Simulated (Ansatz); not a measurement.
The starting structures come from a database of crystals and need not be the phases stable at ambient conditions.

 Where the default PAW files enter, the runs use the earlier of Ansatz's two default sets.

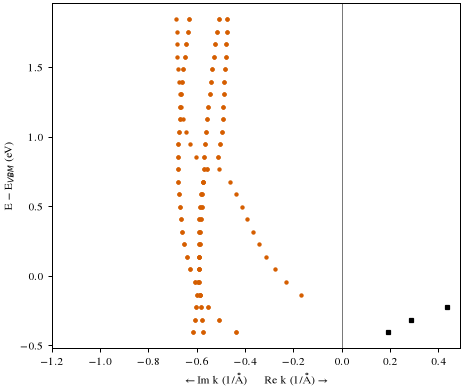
*Complex bands at the centre of the two-dimensional zone; Ansatz (a first-principles code) with PBEsol*

The gap is the functional's own, uncorrected, and κ follows it; spin-orbit coupling is left out. Mid-gap values are interpolated between the computed energies.

Problem. This is SrMg2FeH8 (P-3m1, not sure to be the ambient phase, 12 atoms a cell, 9.4 Å³ an atom) along the normal of (001). Read off the slowest decay at the centre of the two-dimensional zone at 0.77 eV, the computed energy nearest the middle of the gap.

Solution. κ ≈ 0.51 1/Å, a decay length 1/(2κ) of the density of 0.99 Å.
